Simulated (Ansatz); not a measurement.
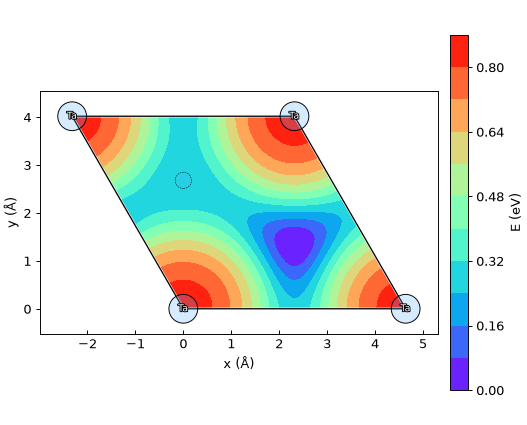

Na on a Ta(111) slab cut from the Im-3m phase, its upper half relaxed before the scan (6 atoms of substrate and one adsorbate in a 1 × 1 cell). Na is moved over the surface cell; relaxed at each place: the height of the adsorbate's atoms; substrate rigid; the origin of the map has the adsorbate above Ta6. Places are given modulo a cell vector. The map is drawn in real space over the plane of the surface. The scan uses a 9 × 9 grid; 19 points were computed and 62 follow by symmetry. Energies: eV, counted from the lowest grid point. With one adsorbate in each 1 × 1 cell, its nearest image is 4.6 Å away, so neighbouring adsorbates interact. Theory: DFT PBEsol, scalar-relativistic, plane waves, PAW in Ansatz. Settings: cutoff 420 eV, k-mesh 6×6×1, gaussian smearing 0.1 eV, no spin polarisation.

The picture shows filled contours, labelled circles for the atoms of the top layer and small ones for the second layer, the outline of one cell of the plane. Between grid points the surface is interpolated.

The lowest grid point is at a threefold hollow over a third-layer Ta atom, (6/9, 3/9) of the cell vectors. A higher local minimum lies near a threefold hollow over a second-layer Ta atom, (3/9, 6/9) of the cell vectors (0.24 eV above the lowest at that grid point). The highest grid point, the top site over a surface Ta atom, (0/9, 0/9) of the cell vectors, lies 0.85 eV above the lowest. On the interpolated surface the easiest way out of the lowest well to the well at a threefold hollow over a second-layer Ta atom, (3/9, 6/9) of the cell vectors passes a barrier of about 0.28 eV. At the lowest point the adsorbate has 3 Ta at 3.24 Å as nearest neighbours, at the highest 1 Ta at 3.18 Å. Its relaxed height above the top atom is 1.82 Å at the lowest and 3.18 Å at the highest point.

Na is replaced by K; all else is set up alike.

Question: What will the new map look like?

Answer: The lowest place stays at a threefold hollow over a third-layer Ta atom, (6/9, 3/9) of the cell vectors. The span from the lowest to the highest grid point shrinks from 0.85 to 0.67 eV. The easiest pass out of the lowest well goes from about 0.28 to about 0.25 eV on the interpolated surfaces. Higher wells of the new map: a threefold hollow over a second-layer Ta atom, (3/9, 6/9) of the cell vectors, 0.23 eV up (that grid point lay 0.24 eV up before). In the new map: at the lowest point the adsorbate has 3 Ta at 3.53 Å as nearest neighbours, at the highest 1 Ta at 3.50 Å. Its relaxed height above the top atom is 2.29 Å at the lowest and 3.50 Å at the highest point.

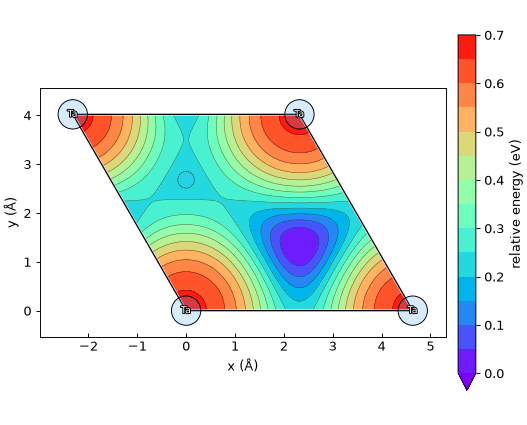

The map after the change, on a colour scale of its own. The picture shows filled contours, labelled circles for the atoms of the top layer and small ones for the second layer, the outline of one cell of the plane. Between grid points the surface is interpolated.

PAW datasets: the set soft_1.
